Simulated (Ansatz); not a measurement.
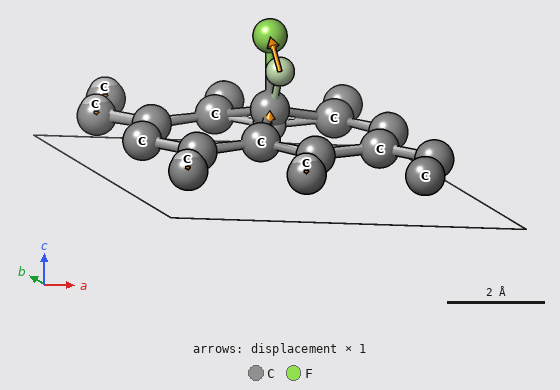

This is a relaxation of a slab of composition C18F. The starting structure is drawn faded, the final one solid; orange arrows show the displacements, at their true length.

The picture is a ball-and-stick view of the cell of the calculation, outlined in the plane, without the vacuum (origin shifted), seen slightly off an axis.

It is F on graphene monolayer, set down by a guess. The run prepares an end point of a later path (adatom hop) calculation, from a guessed geometry.

All numbers below come from Ansatz 0.2.0, DFT PBE, scalar-relativistic, plane waves, PAW.

Input file:
```yaml
crystal:
  lattice:
    - [7.398, 0.0, 0.0]
    - [-3.699, 6.406856, 0.0]
    - [0.0, 0.0, 12.0]
  atoms:
    - { symbol: C, position: [0.0, 0.0, 0.0833333] }
    - { symbol: C, position: [0.2222222, 0.1111111, 0.0833333] }
    - { symbol: C, position: [0.0, 0.3333333, 0.0833333] }
    - { symbol: C, position: [0.2222222, 0.4444444, 0.0833333] }
    - { symbol: C, position: [0.0, 0.6666667, 0.0833333] }
    - { symbol: C, position: [0.2222222, 0.7777778, 0.0833333] }
    - { symbol: C, position: [0.3333333, 0.0, 0.0833333] }
    - { symbol: C, position: [0.5555556, 0.1111111, 0.0833333] }
    - { symbol: C, position: [0.3333333, 0.3333333, 0.0833333] }
    - { symbol: C, position: [0.5555556, 0.4444444, 0.0833333] }
    - { symbol: C, position: [0.3333333, 0.6666667, 0.0833333] }
    - { symbol: C, position: [0.5555556, 0.7777778, 0.0833333] }
    - { symbol: C, position: [0.6666667, 0.0, 0.0833333] }
    - { symbol: C, position: [0.8888889, 0.1111111, 0.0833333] }
    - { symbol: C, position: [0.6666667, 0.3333333, 0.0833333] }
    - { symbol: C, position: [0.8888889, 0.4444444, 0.0833333] }
    - { symbol: C, position: [0.6666667, 0.6666667, 0.0833333] }
    - { symbol: C, position: [0.8888889, 0.7777778, 0.0833333] }
    - { symbol: F, position: [0.6719184, 0.6031916, 0.1875], spin: 1.0 }
magnetization:
  spin_polarized: true
basis:
  ecutwfc: 420.0
kpoints:
  mp_grid: { grid: [2, 2, 1] }
hamiltonian:
  xc: pbe
scf:
  occupations: { method: gaussian, width: 0.05 }
  lower_state_search: "off"
relax:
  f_tol: 0.03
  max_steps: 60
  adjacent_minimum: "off"
```

Launched with:
```bash
ansatz run input.yaml --threads 2 --pin off --max-ram 5120MiB --backend cpu --events-out ev --progress --plain --runs-dir out
```

Q: What did the optimiser do to the structure, and how much energy did it gain?

A: After 6 accepted moves (7 points after the start) the energy has fallen by 3.941 eV per cell of the calculation. Largest force component: 13 eV/Å at the start, 0.019 eV/Å at the end. The line search rejected the trial step at point 5 of the run. The atom that moves furthest relative to the layer's centre is F19 (0.80 Å at 35° to the normal (+c side)). By element the largest moves are F 0.80 Å, C 0.33 Å. The cell stays as it was. Among the contacts that change: C10–F19 1.635 → 2.381 Å, C17–F19 1.343 → 1.572 Å, C10–C17 1.424 → 1.474 Å, C10–C15 1.424 → 1.415 Å. Among the angles between lasting bonds that change: C10–C17–F19 72.4° → 102.8°, C18–C17–F19 88.6° → 102.8°, C12–C17–F19 109.1° → 102.9°. The program noted that the starting moments weren't kept. The run may lie on a higher electronic state than the lowest, so the end point isn't shown to be the ground-state structure. Cost: 67 s on 2 threads of Intel(R) Xeon(R) Platinum 8488C (Sapphire Rapids), on a shared host, peak memory 0.96 GiB.

Limits of the set-up: the k-point mesh is coarse for a cell with partly filled bands; the periodic images lie only 7.4 Å apart, so the values are limited by the cell's size.
